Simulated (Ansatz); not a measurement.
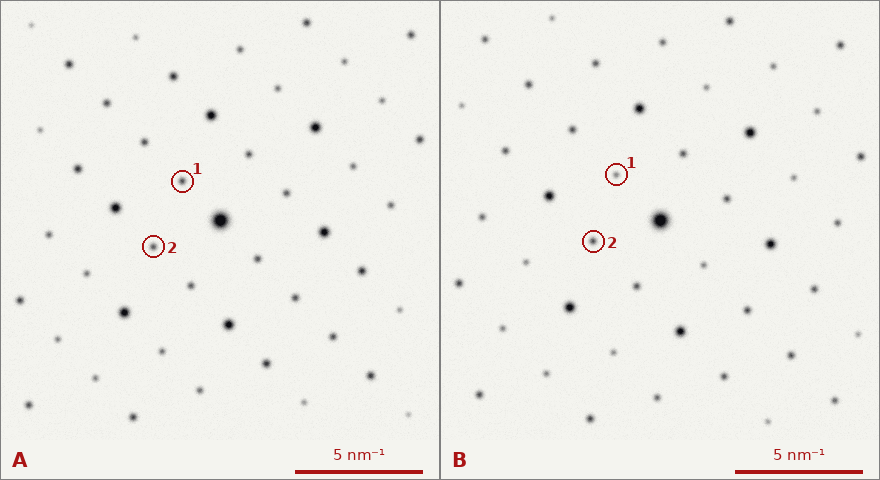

Kinematic electron diffraction patterns (120 kV, B = 0.5 Å², same scale) along [010] of the run's own cell, for the start and the end of one relaxation of LuSi2B2 with Ansatz, DFT, PAW plane waves, pbe, spin-orbit. k mesh 5×5×5. The start is a generated model structure, and the relaxation ends in the nearest stationary point of its symmetry, not necessarily the ground state. Spot 1 is 0 0 -1 and spot 2 is -1 0 -1 in both.

Start structure:

```
CELL_PARAMETERS angstrom
0.00000 3.79699 0.00000
3.79699 0.00000 0.00000
1.89850 1.89850 -4.65973
ATOMIC_POSITIONS crystal
Si 0.36200 0.36200 0.27600
Si 0.63800 0.63800 0.72400
Lu 0.00000 0.00000 0.00000
B 0.75000 0.25000 0.50000
B 0.25000 0.75000 0.50000
```

Which pattern belongs to the start structure, and which to the relaxed one?

A is the start: its cell gives d(1) = 4.660 Å, d(2) = 3.516 Å and an angle of 67.8°. B is the relaxed structure, with d(1) = 4.018 Å (-13.8 %), d(2) = 3.596 Å (+2.3 %) and 63.4°.

Name reflections whose intensity changes strongly on relaxation.

0 0 1 goes from 14 to 4.1 % of the strongest spot; 1 0 -2 goes from 28 to 12 % of the strongest spot.

Summarise the relaxation behind the change.

The volume changed by -3.3 % to 13.00 Å³ an atom; with the mean shift removed, the atoms moved by up to 0.11 Å relative to the cell (Si most); the space group stayed I4/mmm (No. 139); the free energy fell by 180 meV an atom. Relaxed cell: a = 4.022 Å, b = 4.022 Å, c = 4.922 Å, α = 65.89°, β = 65.89°, γ = 90.00°.
